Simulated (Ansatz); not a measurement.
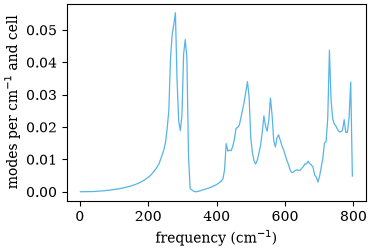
Phonon density of states of ScB2 in space group P6/mmm (No. 191; Sc on 1a, B on 2d), 3 atoms a cell, PBEsol in the plane-wave PAW code Ansatz

**Question.** Estimate the mean frequency and the zero-point energy.

**Answer.** The mean is about 490 cm⁻¹, and (3/2)ħ⟨ω⟩ gives 91.4 meV/atom.

**Question.** What share of the Dulong–Petit heat capacity is reached at 100 K and at 300 K?

**Answer.** 13 % and 64 %.

The workflow started from a Materials Project entry (that database holds measured and hypothetical structures alike); the Crystallography Open Database files this formula in space group No. 191, but the cells were not matched. Its standing as an ambient phase is unchecked. The cell was relaxed with PBEsol under the symmetry of its start; phonons on a q-mesh show no instability. The run is not spin-polarised. As this level gives no gap, phonon frequencies hold no LO–TO term and depend on the k-mesh and smearing (Fermi–Dirac, 0.1 eV here).

Potentials: the later of the program's two PAW sets.
